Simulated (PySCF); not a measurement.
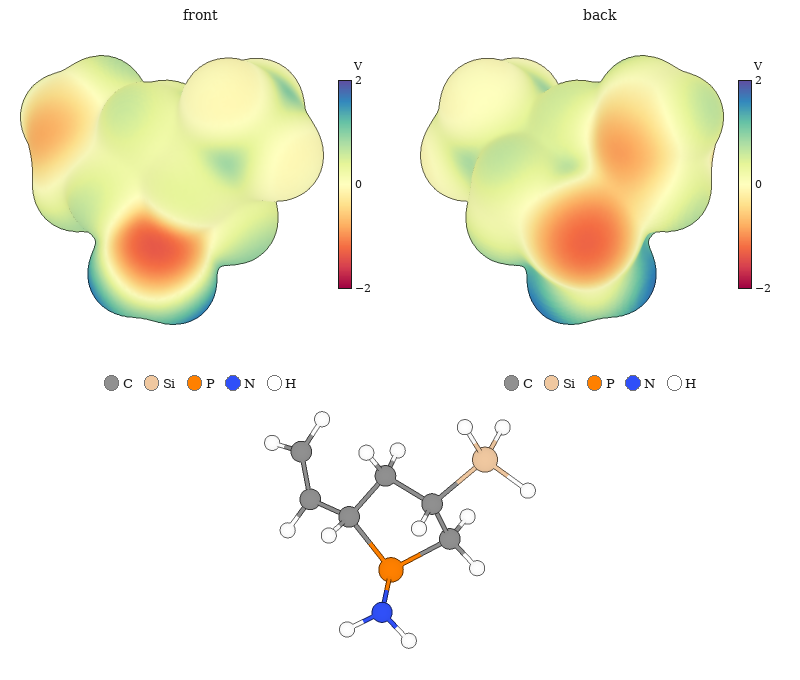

*C₆H₁₄NPSi. The molecular electrostatic potential painted on the density surface at 0.002 e/bohr³, seen from the front and from behind; red is negative and blue positive. The bare structure is drawn below in the same view.*

Geometry: GFN2-xTB.

All numbers below come from PBE0/pcSseg-1, SCF density, gas phase, non-relativistic in PySCF.

The calculation's input:

```
{"job": {"kind": "nmr", "xc": "PBE0", "basis": "pcSseg-1"}, "charge": 0, "multiplicity": 1}
C     -1.885802     2.677915    -0.289839
C     -2.131788     1.388310    -0.144681
C     -1.163719     0.331676     0.265727
C      0.294120     0.763345     0.425943
C      1.141723    -0.500065     0.334904
Si     3.013982    -0.172752     0.368698
C      0.687408    -1.180524    -0.952419
P     -1.172736    -1.119417    -0.957526
N     -1.399447    -2.354224     0.237657
H     -2.658128     3.364745    -0.592187
H     -0.916182     3.109726    -0.111192
H     -3.133836     1.016101    -0.330604
H     -1.518632    -0.113751     1.205575
H      0.442019     1.287194     1.372047
H      0.566103     1.438450    -0.388945
H      0.864480    -1.150970     1.171650
H      3.723475    -1.448883     0.261986
H      3.363780     0.492851     1.624238
H      3.374360     0.684803    -0.762735
H      1.029014    -2.213417    -1.035474
H      1.040959    -0.633849    -1.830667
H     -2.372756    -2.376039     0.532221
H     -1.193149    -3.264241    -0.166657
```

Run with:

```sh
OMP_NUM_THREADS=1 python probes_run.py task.json out
```

Question: Describe the electrostatic potential map.

Answer: The most negative region (about −1.3 V, or −30 kcal/mol for a unit charge) lies over P8 and N9, the most positive (about +1.7 V, or +39 kcal/mol for a unit charge) over H22 and H23.

Question: What dipole moment does the calculation give?

Answer: Its dipole moment is 1.33 D.
